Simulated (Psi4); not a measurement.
# CHClGaNO (SMILES O=C=[N][GaH][Cl]): wB97X/6-31G(d) (spherical functions)

What is the vertical ionisation energy of CHClGaNO at wB97X/6-31G* (spherical functions)? 

Program for the calculation: Psi4 1.11.

2 further runs of the same task are left out: 2 set aside as unsound or not needed. Runs told in other sessions of the task aren't counted.

## Step 1: The molecule

CHClGaNO has 6 atoms, charge 0, and is taken as a singlet. As SMILES, `O=C=[N][GaH][Cl]`. The shape is that of a PBE0-D4/def2-TZVP optimisation. This is one conformer, not always the lowest.

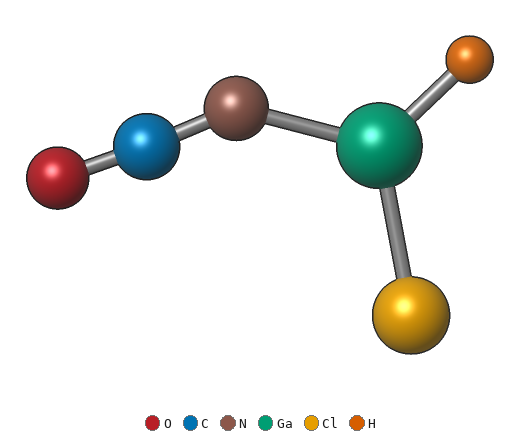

The structure, seen from a chosen angle (oxygen red, carbon blue, nitrogen brown, gallium teal, chlorine amber, hydrogen orange).

## Step 2: Energy and gradient at wB97X/6-31G(d) (spherical functions)

Input file job.py:

```python
import psi4

psi4.set_memory(2200000000)
psi4.set_num_threads(1)
psi4.core.set_output_file('psi4.out', False)

geom = psi4.geometry("""
0 1
O     -1.32318623    -4.96355464    -1.31657219
C     -1.30731253    -2.80813302    -0.88363594
N     -1.43014473    -0.57579955    -0.46846311
Ga     0.46959694     2.12480805     0.52099749
Cl     4.34145680     1.31260377     1.28085637
H     -0.67066380     4.78932189     0.77988997
units bohr
symmetry c1
""")

psi4.set_options({
    'basis': '6-31G*',
    'puream': True,
    'e_convergence': 1e-09,
    'd_convergence': 1e-08,
    'scf_type': 'pk',
    'dft_radial_points': 99,
    'dft_spherical_points': 590,
})

result, w = psi4.gradient('WB97X', return_wfn=True)
psi4.oeprop(w, 'LOWDIN_CHARGES', 'MULLIKEN_CHARGES', 'WIBERG_LOWDIN_INDICES')
print('gradient / Eh bohr^-1')
print(result.np.round(6))
print(f'energy = {w.energy():.10f} Eh')
```

Command:

```
python job.py
```

psi4.out:

```text
[...]
  Running in c1 symmetry.
[...]
  Nuclear repulsion =  378.168383066356114
[...]
  Multiplicity = 1
[...]
  Nalpha       = 35
  Nbeta        = 35
[...]
    Number of basis functions: 94
[...]
   @RKS iter   1: -2551.60020381330060   -2.02698e+00   3.15742e-02 DIIS/ADIIS
[...]
   @RKS iter  15: -2553.51913262876178    1.36424e-12   3.75858e-09 DIIS
[...]
    Orbital Energies [Eh]
    ---------------------
    Doubly Occupied:
       1A   -372.440973     2A   -101.493140     3A    -46.038249
       4A    -40.796729     5A    -40.792762     6A    -40.792034
       7A    -19.269639     8A    -14.430924     9A    -10.419967
      10A     -9.545623    11A     -7.304908    12A     -7.299570
      13A     -7.298479    14A     -5.686403    15A     -3.977424
      16A     -3.969241    17A     -3.966590    18A     -1.241663
      19A     -1.070437    20A     -1.023025    21A     -1.012728
      22A     -1.010121    23A     -1.010083    24A     -1.006213
      25A     -0.935159    26A     -0.677615    27A     -0.617511
      28A     -0.582518    29A     -0.581077    30A     -0.534989
      31A     -0.479034    32A     -0.446481    33A     -0.432217
      34A     -0.408391    35A     -0.405651
[...]
  @RKS Final Energy: -2553.51913262876178
   => Energetics <=
    Nuclear Repulsion Energy =            378.1683830663561139
    One-Electron Energy =               -4300.1293201722191952
    Two-Electron Energy =                1464.4047471605072133
    DFT Exchange-Correlation Energy =     -95.9629426834062969
    Empirical Dispersion Energy =           0.0000000000000000
    VV10 Nonlocal Energy =                  0.0000000000000000
    Total Energy =                      -2553.5191326287622360
[...]
 Multipole Moments:
 ------------------------------------------------------------------------------------
     Multipole            Electronic (a.u.)      Nuclear  (a.u.)        Total (a.u.)
 ------------------------------------------------------------------------------------
 L = 1.  Multiply by 2.5417464519 to convert [e a0] to [Debye]
 Dipole X            :          0.7751646           -1.0890855           -0.3139208
 Dipole Y            :          4.7611182           -3.8438147            0.9173034
 Dipole Z            :          1.1320397           -1.0242108            0.1078289
 Magnitude           :                                                    0.9755096
[...]
  -Total Gradient:
     Atom            X                  Y                   Z
    ------   -----------------  -----------------  -----------------
       1        0.000181875412     0.016593533410     0.003344229051
       2       -0.000995465700    -0.001682716900    -0.000567069217
       3        0.000934796625    -0.014340624118    -0.002634022975
       4        0.001094753209     0.000362676071     0.000330811024
       5       -0.001443334319     0.000105230734    -0.000322072277
       6       -0.000005005956    -0.001149754766    -0.000229376808
[...]
  Mulliken Charges: (a.u.)
   Center  Symbol    Alpha    Beta     Spin     Total
       1     O     4.16794  4.16794  0.00000 -0.33588
       2     C     2.71243  2.71243  0.00000  0.57514
       3     N     3.71836  3.71836  0.00000 -0.43672
       4    GA    15.39205 15.39205  0.00000  0.21591
       5    CL     8.56376  8.56376  0.00000 -0.12752
       6     H     0.44546  0.44546  0.00000  0.10908
   Total alpha = 35.00000, Total beta = 35.00000, Total charge = -0.00000
  Lowdin Charges: (a.u.)
   Center  Symbol    Alpha    Beta     Spin     Total
[...]
```

Standard output:

```text
gradient / Eh bohr^-1
[[ 1.8200e-04  1.6594e-02  3.3440e-03]
 [-9.9500e-04 -1.6830e-03 -5.6700e-04]
 [ 9.3500e-04 -1.4341e-02 -2.6340e-03]
 [ 1.0950e-03  3.6300e-04  3.3100e-04]
 [-1.4430e-03  1.0500e-04 -3.2200e-04]
 [-5.0000e-06 -1.1500e-03 -2.2900e-04]]
energy = -2553.5191326288 Eh
```

Wall time 35 s (1 thread of Intel Xeon Platinum 8488C (Sapphire Rapids), shared host); peak memory 1.1 GiB.

## Step 3: The doublet cation: a single-point energy at U-wB97X/6-31G(d) (spherical functions)

Input file chclgano.xyz:

```xyz
6
CHClGaNO
O     -0.700200    -2.626600    -0.696700
C     -0.691800    -1.486000    -0.467600
N     -0.756800    -0.304700    -0.247900
Ga     0.248500     1.124400     0.275700
Cl     2.297400     0.694600     0.677800
H     -0.354900     2.534400     0.412700
```

Input file calc.py:

```python
import psi4

psi4.set_memory(2200000000)
psi4.set_num_threads(1)
psi4.set_output_file('psi4.out', False)

with open('chclgano.xyz') as f:
    atoms = ''.join(f.readlines()[2:])
geom = psi4.geometry('1 2\n' + atoms + 'symmetry c1\nno_reorient\nno_com')

psi4.set_options({
    'basis': '6-31G*',
    'reference': 'uks',
    'puream': True,
    'e_convergence': 1e-09,
    'd_convergence': 1e-08,
    'scf_type': 'pk',
    'dft_radial_points': 99,
    'dft_spherical_points': 590,
    'maxiter': 100,
})

result, w = psi4.energy("WB97X", return_wfn=True)
psi4.oeprop(w, "WIBERG_LOWDIN_INDICES", "QUADRUPOLE", "DIPOLE", title="WB97X")
print(f'WB97X energy: {result:.10f} Eh')
for k, v in sorted(psi4.core.scalar_variables().items()):
    print(f'{k:45s} {v:18.10f}')
```

Command:

```
python calc.py
```

psi4.out:

```text
[...]
  Running in c1 symmetry.
[...]
  Nuclear repulsion =  378.168382856798132
[...]
  Multiplicity = 2
[...]
  Nalpha       = 35
  Nbeta        = 34
[...]
    Number of basis functions: 94
[...]
   @UKS iter   1: -2551.09676383709166   -1.52353e+00   3.17956e-02 ADIIS/DIIS
[...]
   @UKS iter  24: -2553.10868594524572   -8.64020e-12   9.42578e-09 DIIS
[...]
   @S^2 Observed:                7.760056404E-01
[...]
    Orbital Energies [Eh]
    ---------------------
    Alpha Occupied:
       1A   -372.649498     2A   -101.692356     3A    -46.246926
       4A    -41.004814     5A    -41.001791     6A    -41.000831
       7A    -19.590139     8A    -14.762068     9A    -10.704274
      10A     -9.743254    11A     -7.504771    12A     -7.496266
      13A     -7.495960    14A     -5.894710    15A     -4.184096
      16A     -4.178998    17A     -4.174498    18A     -1.543109
      19A     -1.385880    20A     -1.228531    21A     -1.225319
      22A     -1.220941    23A     -1.217871    24A     -1.216578
      25A     -1.131238    26A     -0.953974    27A     -0.902623
      28A     -0.884635    29A     -0.866962    30A     -0.762329
      31A     -0.725117    32A     -0.710878    33A     -0.656846
      34A     -0.626759    35A     -0.618610
[...]
  @UKS Final Energy: -2553.10868594524572
   => Energetics <=
    Nuclear Repulsion Energy =            378.1683828567981323
    One-Electron Energy =               -4283.9786642966473664
    Two-Electron Energy =                1448.4668474962331857
    DFT Exchange-Correlation Energy =     -95.7652520016296478
    Empirical Dispersion Energy =           0.0000000000000000
    VV10 Nonlocal Energy =                  0.0000000000000000
    Total Energy =                      -2553.1086859452457247
  UHF NO Occupations:
  HONO-2 :   33  A 1.9980220
  HONO-1 :   34  A 1.9900989
[...]
 Multipole Moments:
 ------------------------------------------------------------------------------------
     Multipole            Electronic (a.u.)      Nuclear  (a.u.)        Total (a.u.)
 ------------------------------------------------------------------------------------
 L = 1.  Multiply by 2.5417464519 to convert [e a0] to [Debye]
 Dipole X            :        -59.7680704           59.2512288           -0.5168416
 Dipole Y            :        -32.5287944           32.3848035           -0.1439909
 Dipole Z            :        -19.7570631           19.5917356           -0.1653275
 Magnitude           :                                                    0.5614194
 L = 2.  Multiply by 1.3450342976 to convert [e a0^2] to [Debye ang]
 Quadrupole XX       :       -394.6480049          366.2843199          -28.3636850
 Quadrupole XY       :       -202.5428976          204.9289320            2.3860344
[...]
```

On the terminal:

```text
WB97X energy: -2553.1086859452 Eh
CURRENT ENERGY                                  -2553.1086859452
CURRENT REFERENCE ENERGY                        -2553.1086859452
DD SOLVATION ENERGY                                 0.0000000000
DFT FUNCTIONAL TOTAL ENERGY                     -2553.1086859452
DFT TOTAL ENERGY                                -2553.1086859452
DFT VV10 ENERGY                                     0.0000000000
DFT XC ENERGY                                     -95.7652520016
GRID ELECTRONS ALPHA                               35.0000000090
GRID ELECTRONS BETA                                34.0000000080
GRID ELECTRONS TOTAL                               69.0000000170
NUCLEAR REPULSION ENERGY                          378.1683828568
ONE-ELECTRON ENERGY                             -4283.9786642966
PCM POLARIZATION ENERGY                             0.0000000000
PE ENERGY                                           0.0000000000
SCF ITERATION ENERGY                            -2553.1086859452
SCF ITERATIONS                                     24.0000000000
SCF TOTAL ENERGY                                -2553.1086859452
TWO-ELECTRON ENERGY                              1448.4668474962
XC GRID RADIAL POINTS                              99.0000000000
XC GRID SPHERICAL POINTS                          590.0000000000
XC GRID TOTAL POINTS                           335948.0000000000
```

Wall time 32 s (1 thread of Intel Xeon Platinum 8488C (Sapphire Rapids), shared host); peak memory 1.1 GiB.

## Step 4: Summary of results

At wB97X/6-31G* (spherical functions):

| quantity | value |
| --- | --- |
| singlet CHClGaNO: total energy | -2553.51913 Eh |
| singlet CHClGaNO: dipole moment | 2.48 D |
| singlet CHClGaNO: HOMO energy | -11.04 eV |
| singlet CHClGaNO: LUMO energy | 0.06 eV |
| singlet CHClGaNO: HOMO–LUMO gap | 11.10 eV |
| singlet CHClGaNO: largest force on an atom | 0.870 eV/Å |
| doublet cation: total energy | -2553.10869 Eh |
| doublet cation: HOMO energy (highest over α and β) | -16.58 eV |
| doublet cation: LUMO energy (lowest over α and β) | -11.27 eV |
| doublet cation: ⟨S²⟩ | 0.776 |
| vertical ionisation energy (to the doublet cation) | 11.169 eV |

**Reading.** Removing an electron at fixed nuclei costs 11.17 eV (1078 kJ/mol). The largest force (singlet CHClGaNO) is 0.87 eV/Å: the shape isn't a stationary point for this species at this level. −ε(HOMO) before ionisation, 11.04 eV, is 0.13 eV below this ionisation energy. Mulliken charges (singlet CHClGaNO) run from -0.44 on N3 to +0.58 on C2; they depend strongly on the basis. With no_com the log's rotational constants are taken about the origin, not the centre of mass, so they aren't the molecule's.
